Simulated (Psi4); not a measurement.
Geometry relaxation of C2Si (part 3 of 3)

C2Si (Silicon dicarbide); r2SCAN/6-31G, RKS, dispersion D4 (Psi4 1.11). The geometry comes from this level: GFN2-xTB.

Geometry of the input (Å):
```
C  -1.1118  0.7375  -0.5228
C  -0.1352  0.0892  -0.0636
Si 1.2470  -0.8267  0.5864
```

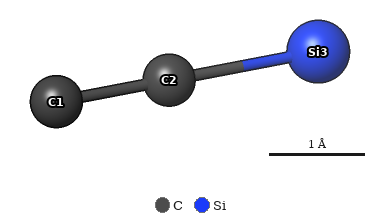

*The geometry at step 1 of the log (ball-and-stick view, seen at a tilt; atoms are numbered from 1 in the order of the input).*

Trajectory as extended XYZ (Å, eV, eV/Å), 3 frames, from step=0 to step=2
```
3
Properties=species:S:1:pos:R:3:forces:R:3 step=0 energy=-9942.61287
C    -1.1118    0.7375   -0.5228   -2.8552   1.8951  -1.3423
C    -0.1352    0.0892   -0.0636    3.9867  -2.6448   1.8745
Si    1.2470   -0.8267    0.5864   -1.1385   0.7544  -0.5354
3
Properties=species:S:1:pos:R:3:forces:R:3 step=1 energy=-9942.73489
C     1.1939    1.3956    0.7833    0.0152   0.0311   0.0113
C     0.6464    0.2823    0.3761    0.0107   0.0214   0.0079
Si   -0.0772   -1.1918   -0.1624   -0.0207  -0.0420  -0.0154
3
Properties=species:S:1:pos:R:3:forces:R:3 step=2 energy=-9942.73489
C     1.1945    1.3968    0.7838    0.0038   0.0080   0.0029
C     0.6468    0.2831    0.3764   -0.0030  -0.0065  -0.0023
Si   -0.0777   -1.1927   -0.1628    0.0042   0.0086   0.0031
```

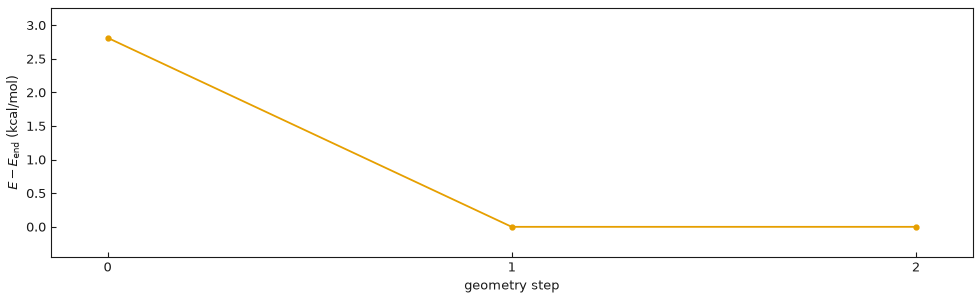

*Progress of the relaxation, step by step (steps are counted from 0).*

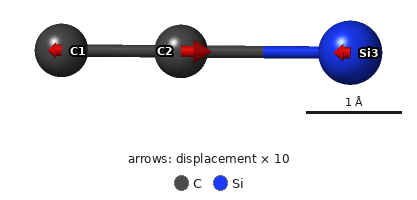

*The starting structure with the displacements as red arrows, magnified 10 times (ball-and-stick view, seen at a tilt). The two geometries are laid on each other by the best rigid fit.*

After 2 geometry steps the energy has fallen by 2.81 kcal/mol. The largest force component goes from 4 to 0.0086 eV/Å. C2 moves most after the best rigid fit: 0.033 Å. By element the largest moves are C 0.033 Å, Si 0.018 Å. Among the contacts that change: C2–Si3 1.781 → 1.730 Å, C1–C2 1.259 → 1.306 Å. (Atoms are counted from 1 in the order of the input.)

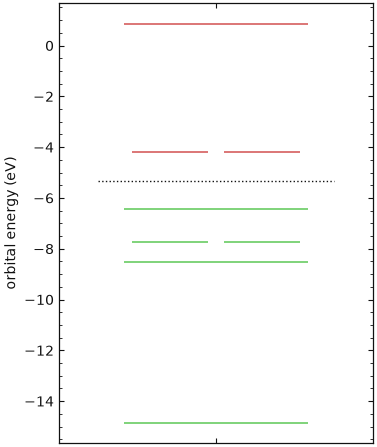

*Orbital energies near the frontier; the dotted line parts filled from empty levels, and levels within 0.02 eV of each other stand side by side.*

Highest filled −6.43 eV, lowest empty −4.20 eV, 2.23 eV apart.

Summary

- outcome: converged
- total energy: −365.388768 hartree
- dispersion energy: −0.000515 hartree
- basis functions: 31
- HOMO: −6.43 eV
- LUMO: −4.20 eV
- dipole moment: 3.46 D
- wall time: 15 s
- peak memory: 0.35 GiB
